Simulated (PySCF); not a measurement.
# C4H14BNSi: NMR shifts at several levels of theory, part 2 of 2

PySCF 2.14.0. Atoms count from 0. Earlier steps stand in the parts before.

## (5) NMR shieldings: wB97X-D/pcSseg-2

What the job is given:

```
{"job": {"kind": "nmr", "xc": "wB97X-D", "basis": "pcSseg-2", "pop": false}, "charge": 0, "multiplicity": 1}
B      2.933107    -0.433920     0.762157
N      2.014026     0.319668     0.046154
C      0.971940    -0.157453    -0.844568
Si    -0.778379     0.045646    -0.116571
C     -1.027768     1.855084     0.346948
C     -0.919269    -1.031686     1.415857
C     -2.035917    -0.471980    -1.416610
H      2.940012    -1.637971     0.627577
H      3.703443     0.136663     1.501138
H      2.006441     1.325795     0.176246
H      1.148598    -1.226788    -1.044446
H      1.033597     0.351588    -1.824503
H     -2.038276     2.020659     0.753153
H     -0.906997     2.515873    -0.526574
H     -0.308291     2.172256     1.118906
H     -0.122816    -0.788979     2.136687
H     -0.826769    -2.099048     1.159911
H     -1.888294    -0.886187     1.918832
H     -1.977736     0.171202    -2.309039
H     -1.871406    -1.512715    -1.738123
H     -3.061466    -0.403124    -1.020144
```

Method: GIAO wB97X-D/pcSseg-2 NMR shielding, non-relativistic, gas phase.

Standard output:

```text
coarse grid: 16800 points
cycle   1  E = -529.9813301885  dE =  4.017e-01  |g| = 4.388e-01  |ddm| = 2.927e+00
cycle   2  E = -530.0086918414  dE = -2.736e-02  |g| = 3.191e-01  |ddm| = 5.005e-01
cycle   3  E = -530.0307456081  dE = -2.205e-02  |g| = 5.538e-02  |ddm| = 1.806e-01
cycle   4  E = -530.0313089589  dE = -5.634e-04  |g| = 3.043e-02  |ddm| = 5.106e-02
cycle   5  E = -530.0315017275  dE = -1.928e-04  |g| = 3.557e-03  |ddm| = 2.092e-02
cycle   6  E = -530.0315054055  dE = -3.678e-06  |g| = 1.117e-03  |ddm| = 5.277e-03
final grid: 154168 points
cycle   7  E = -530.0467425917  dE = -3.429e-04  |g| = 9.235e-03  |ddm| = 6.603e-02
cycle   8  E = -530.0467472886  dE = -4.697e-06  |g| = 8.543e-03  |ddm| = 1.221e-02
cycle   9  E = -530.0467622584  dE = -1.497e-05  |g| = 1.072e-03  |ddm| = 4.456e-03
cycle  10  E = -530.0467624594  dE = -2.009e-07  |g| = 5.853e-04  |ddm| = 1.060e-03
cycle  11  E = -530.0467625379  dE = -7.856e-08  |g| = 5.030e-05  |ddm| = 4.480e-04
cycle  12  E = -530.0467625395  dE = -1.562e-09  |g| = 1.907e-05  |ddm| = 1.279e-04
cycle  13  E = -530.0467625396  dE = -1.452e-10  |g| = 3.935e-06  |ddm| = 3.481e-05
converged SCF energy = -530.0467625396

GIAO shielding tensors (ppm)
atom      isotropic    diamagn.    paramagn.     s11        s22        s33       span
  0 B       62.579     194.427    -131.848     27.078     47.752    112.908     85.830
  1 N      129.020     323.744    -194.724      4.146    167.056    215.859    211.714
  2 C      140.926     248.421    -107.495    119.392    125.428    177.957     58.566
  3 Si     340.855     880.607    -539.752    330.328    340.792    351.445     21.117
  4 C      188.619     248.866     -60.247    183.392    186.397    196.069     12.677
  5 C      189.578     248.584     -59.007    183.242    187.035    198.456     15.214
  6 C      187.480     245.390     -57.911    184.550    186.845    191.043      6.493
  7 H       26.693      30.893      -4.200     23.705     26.478     29.897      6.192
  8 H       26.811      28.988      -2.177     24.682     26.383     29.368      4.687
  9 H       27.073      34.150      -7.077     21.480     28.805     30.934      9.454
 10 H       28.548      33.728      -5.179     25.260     28.854     31.531      6.271
 11 H       28.792      32.291      -3.499     24.258     28.879     33.240      8.982
 12 H       31.343      31.016       0.327     27.304     28.791     37.935     10.631
 13 H       31.476      31.920      -0.444     27.670     28.400     38.359     10.688
 14 H       31.148      33.085      -1.938     26.909     29.428     37.107     10.199
 15 H       31.021      33.138      -2.117     26.637     29.557     36.868     10.231
 16 H       31.543      32.305      -0.762     27.666     28.411     38.552     10.886
 17 H       31.504      31.263       0.241     27.372     28.948     38.193     10.820
 18 H       31.424      30.800       0.624     27.270     29.000     38.003     10.733
 19 H       31.418      31.042       0.376     27.201     28.988     38.064     10.863
 20 H       31.312      30.102       1.210     27.316     28.725     37.894     10.578
```

Run time: 3.4 min. Hardware: 8 threads of Arm Neoverse N1, shared host.

Key values: δ C2 43.5, C4 -4.1, B0 37.4, N1 131.0, H7 4.60, H9 4.28 ppm (means over like atoms).

## (6) NMR shieldings: KT2/pcSseg-2

Settings changed since step 5:

```diff
@@ -1,2 +1,2 @@
-{"job": {"kind": "nmr", "xc": "wB97X-D", "basis": "pcSseg-2", "pop": false}, "charge": 0, "multiplicity": 1}
+{"job": {"kind": "nmr", "xc": "KT2", "basis": "pcSseg-2", "pop": false}, "charge": 0, "multiplicity": 1}
 B      2.933107    -0.433920     0.762157
```

With the program's defaults for keys left out, this is: GIAO KT2/pcSseg-2 NMR shielding, non-relativistic, gas phase.

Standard output:

```text
coarse grid: 16800 points
cycle   1  E = -536.6333739511  dE =  1.460e-01  |g| = 7.574e-01  |ddm| = 2.914e+00
cycle   2  E = -536.4590996598  dE =  1.743e-01  |g| = 1.094e+00  |ddm| = 1.422e+00
cycle   3  E = -536.7853787004  dE = -3.263e-01  |g| = 1.631e-01  |ddm| = 9.211e-01
cycle   4  E = -536.7912173960  dE = -5.839e-03  |g| = 6.700e-02  |ddm| = 1.445e-01
cycle   5  E = -536.7922019417  dE = -9.845e-04  |g| = 1.432e-02  |ddm| = 4.852e-02
cycle   6  E = -536.7922546519  dE = -5.271e-05  |g| = 4.961e-03  |ddm| = 1.930e-02
cycle   7  E = -536.7922607906  dE = -6.139e-06  |g| = 7.362e-04  |ddm| = 4.923e-03
final grid: 154168 points
cycle   8  E = -536.8250831314  dE = -4.752e-04  |g| = 1.583e-02  |ddm| = 1.536e-01
cycle   9  E = -536.8250439334  dE =  3.920e-05  |g| = 1.850e-02  |ddm| = 2.095e-02
cycle  10  E = -536.8251148808  dE = -7.095e-05  |g| = 5.082e-03  |ddm| = 1.441e-02
cycle  11  E = -536.8251201483  dE = -5.268e-06  |g| = 1.708e-03  |ddm| = 3.568e-03
cycle  12  E = -536.8251208638  dE = -7.155e-07  |g| = 2.273e-04  |ddm| = 1.246e-03
cycle  13  E = -536.8251208720  dE = -8.170e-09  |g| = 1.203e-04  |ddm| = 2.923e-04
cycle  14  E = -536.8251208763  dE = -4.313e-09  |g| = 1.189e-05  |ddm| = 1.255e-04
cycle  15  E = -536.8251208763  dE = -3.320e-11  |g| = 3.826e-06  |ddm| = 1.530e-05
converged SCF energy = -536.8251208763

GIAO shielding tensors (ppm)
atom      isotropic    diamagn.    paramagn.     s11        s22        s33       span
  0 B       65.390     194.288    -128.898     34.607     51.466    110.097     75.490
  1 N      118.698     319.750    -201.052     -0.359    152.265    204.188    204.547
  2 C      135.113     248.912    -113.799    110.613    120.327    174.400     63.786
  3 Si     353.525     883.326    -529.800    343.530    351.385    365.661     22.132
  4 C      187.045     248.955     -61.910    180.510    184.816    195.809     15.299
  5 C      188.009     248.369     -60.360    180.239    185.463    198.323     18.084
  6 C      185.687     245.571     -59.883    181.840    184.590    190.631      8.791
  7 H       26.569      30.693      -4.124     23.778     26.382     29.546      5.767
  8 H       26.722      28.143      -1.421     24.715     26.250     29.199      4.484
  9 H       26.481      33.706      -7.225     21.190     28.317     29.935      8.745
 10 H       28.170      33.465      -5.295     25.020     28.625     30.866      5.846
 11 H       28.271      31.873      -3.602     23.710     28.585     32.519      8.809
 12 H       31.193      30.855       0.338     27.244     28.775     37.562     10.318
 13 H       31.324      31.676      -0.352     27.558     28.264     38.149     10.591
 14 H       30.934      32.747      -1.814     26.743     29.284     36.774     10.031
 15 H       30.758      32.731      -1.973     26.429     29.365     36.480     10.051
 16 H       31.410      32.039      -0.629     27.570     28.289     38.372     10.802
 17 H       31.368      31.075       0.294     27.314     28.970     37.821     10.507
 18 H       31.249      30.652       0.597     27.157     28.887     37.703     10.547
 19 H       31.249      30.884       0.365     27.087     28.869     37.791     10.704
 20 H       31.106      29.993       1.113     27.179     28.616     37.523     10.344
```

Wall time 1.8 min (8 threads of Arm Neoverse N1, shared host).

Key values: δ C2 47.2, C4 -4.6, B0 32.9, N1 141.4, H9 4.70, H7 4.53 ppm (means over like atoms).

## (7) Shielding tensors: HF/pcSseg-2

Settings changed since step 6:

```diff
@@ -1,2 +1,2 @@
-{"job": {"kind": "nmr", "xc": "KT2", "basis": "pcSseg-2", "pop": false}, "charge": 0, "multiplicity": 1}
+{"job": {"kind": "nmr", "xc": "HF", "basis": "pcSseg-2", "pop": false}, "charge": 0, "multiplicity": 1}
 B      2.933107    -0.433920     0.762157
```

Level: GIAO HF/pcSseg-2 NMR shielding, non-relativistic, gas phase.

Standard output:

```text
final grid: 154168 points
cycle   1  E = -527.7691876681  dE =  7.372e-01  |g| = 4.376e-01  |ddm| = 2.886e+00
cycle   2  E = -527.8397781217  dE = -7.059e-02  |g| = 1.219e-01  |ddm| = 5.154e-01
cycle   3  E = -527.8456734111  dE = -5.895e-03  |g| = 4.359e-02  |ddm| = 1.814e-01
cycle   4  E = -527.8462562152  dE = -5.828e-04  |g| = 8.053e-03  |ddm| = 4.604e-02
cycle   5  E = -527.8462844662  dE = -2.825e-05  |g| = 2.259e-03  |ddm| = 1.159e-02
cycle   6  E = -527.8462871816  dE = -2.715e-06  |g| = 9.195e-04  |ddm| = 4.177e-03
cycle   7  E = -527.8462875212  dE = -3.396e-07  |g| = 2.470e-04  |ddm| = 1.290e-03
cycle   8  E = -527.8462875663  dE = -4.510e-08  |g| = 7.604e-05  |ddm| = 4.929e-04
cycle   9  E = -527.8462875701  dE = -3.830e-09  |g| = 2.439e-05  |ddm| = 1.233e-04
cycle  10  E = -527.8462875706  dE = -4.887e-10  |g| = 8.442e-06  |ddm| = 4.578e-05
converged SCF energy = -527.8462875706

GIAO shielding tensors (ppm)
atom      isotropic    diamagn.    paramagn.     s11        s22        s33       span
  0 B       74.625     192.484    -117.859     40.365     63.992    119.518     79.152
  1 N      154.009     326.136    -172.128     32.793    197.214    232.018    199.225
  2 C      154.567     245.162     -90.595    136.748    139.966    186.988     50.240
  3 Si     382.901     877.666    -494.764    372.830    383.694    392.180     19.349
  4 C      195.101     246.385     -51.284    191.291    192.802    201.211      9.920
  5 C      195.999     246.333     -50.334    191.162    193.439    203.397     12.235
  6 C      194.250     243.351     -49.101    192.220    194.268    196.260      4.040
  7 H       27.245      31.147      -3.901     24.604     26.589     30.543      5.939
  8 H       27.346      28.967      -1.621     25.229     26.474     30.336      5.106
  9 H       28.120      34.755      -6.635     21.687     29.448     33.224     11.537
 10 H       29.160      33.616      -4.456     25.602     29.240     32.638      7.036
 11 H       29.446      32.224      -2.778     24.648     29.266     34.424      9.776
 12 H       31.670      31.112       0.559     27.445     28.909     38.658     11.213
 13 H       31.779      32.087      -0.307     27.840     28.583     38.916     11.076
 14 H       31.477      33.299      -1.822     27.058     29.640     37.734     10.677
 15 H       31.396      33.436      -2.039     26.847     29.784     37.557     10.709
 16 H       31.836      32.494      -0.659     27.823     28.607     39.078     11.255
 17 H       31.810      31.349       0.461     27.501     29.029     38.900     11.399
 18 H       31.750      30.967       0.783     27.426     29.189     38.636     11.210
 19 H       31.751      31.238       0.513     27.371     29.187     38.696     11.325
 20 H       31.660      30.233       1.427     27.478     28.906     38.597     11.119
```

It took 1.7 min on 8 threads of Arm Neoverse N1, shared host.

Key values: δ C2 36.9, C4 -3.6, B0 39.9, N1 106.7, H7 4.39, H9 3.56 ppm (means over like atoms).

## (8) Run by run: NMR shifts

Isotropic shieldings (ppm) of some atoms, chosen among heavy atoms and hydrogens apart, means over like atoms, with basis size and wall time:

```csv
run,C2,C4,H9,H10,B0,N1,Si3,functions,time
PBE0/pcSseg-2,139.6,188.5,26.77,28.47,61.5,123.9,342.4,455,2.9 min
PBE/pcSseg-2,131.6,184.0,26.38,28.27,57.5,111.5,325.3,455,95 s
wB97X-D/pcSseg-2,140.9,188.6,27.07,28.67,62.6,129.0,340.9,455,3.4 min
KT2/pcSseg-2,135.1,186.9,26.48,28.22,65.4,118.7,353.5,455,1.8 min
HF/pcSseg-2,154.6,195.1,28.12,29.30,74.6,154.0,382.9,455,1.7 min
```

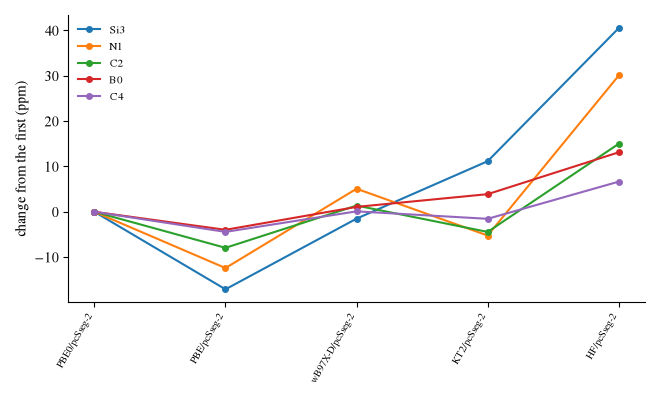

How five of the tabulated atoms move from run to run.

## (9) Outcome

What follows sums up all 2 parts.

| quantity | value |
| --- | --- |
| point group | C1 |
| rotational constants (main isotopes) | 2.89, 1.26, 1.24 GHz |
| 13C shifts against TMS (PBE0/pcSseg-2, means over atoms taken as alike) | 44.6, -4.3 ppm |
| 1H shifts against TMS (PBE0/pcSseg-2, means over atoms taken as alike) | 4.65, 4.47, 2.77, 0.00 ppm |
| 11B shifts against BF3·OEt2 (PBE0/pcSseg-2) | 37.6 ppm |
| 15N shifts against NH3 (PBE0/pcSseg-2) | 137.8 ppm |
| 29Si shifts against TMS (PBE0/pcSseg-2) | -1.1 ppm |
| range of the shielding of Si3 | 325.3 to 382.9 ppm |

**Reading.** Single values in the summary come from the first run of each kind that ended normally (PBE0/pcSseg-2), which need not be the best level. Over 15 steps the energy fell by 0.225 eV; of the close pairs, B0–H7 changed most, 1.173 to 1.212 Å. At PBE0/pcSseg-2: The widest tensor belongs to N1: span 217 ppm, with a paramagnetic part of -199 ppm. Across the 5 runs the shielding of Si3 moves most, between 325.3 (PBE/pcSseg-2) and 382.9 ppm (HF/pcSseg-2).
